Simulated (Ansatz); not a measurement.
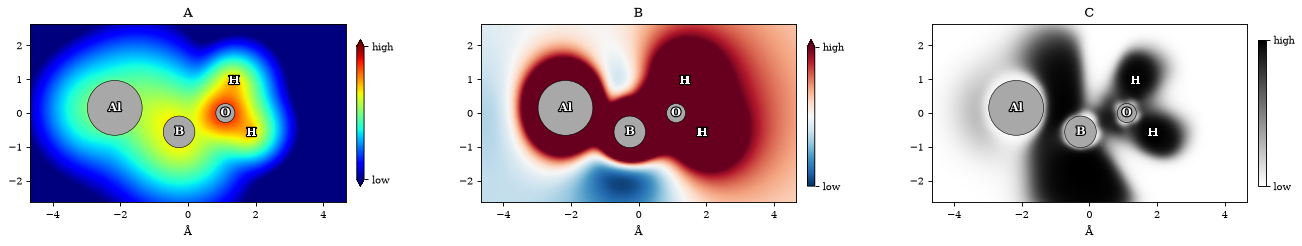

AlBH$_{4}$O: 3 fields on the plane of atoms B1, O2 and H5, with unlabelled colour scales. Grey discs cover the atomic cores.

Geometry: PBE0-D4/def2-TZVP.

Level of theory: RKS PBE0-D4/def2-TZVPP in Ansatz.

**The panels show electron density, electron localisation function and electrostatic potential in some order. Assign them.**

Panel A: electron density. Panel B: electrostatic potential (strongly positive close to the atoms, with negative regions outside electron-rich atoms). Panel C: electron localisation function. From the grid: B–O (1.48 Å): the density is about 1.5 e/Å³ at the midpoint; the ELF peaks at about 0.90 between the atoms; a shared but strongly polarised pair. Al–B (2.03 Å): the density is about 0.57 e/Å³ at the midpoint; the ELF peaks at about 0.95 between the atoms: localised, covalent bonding.
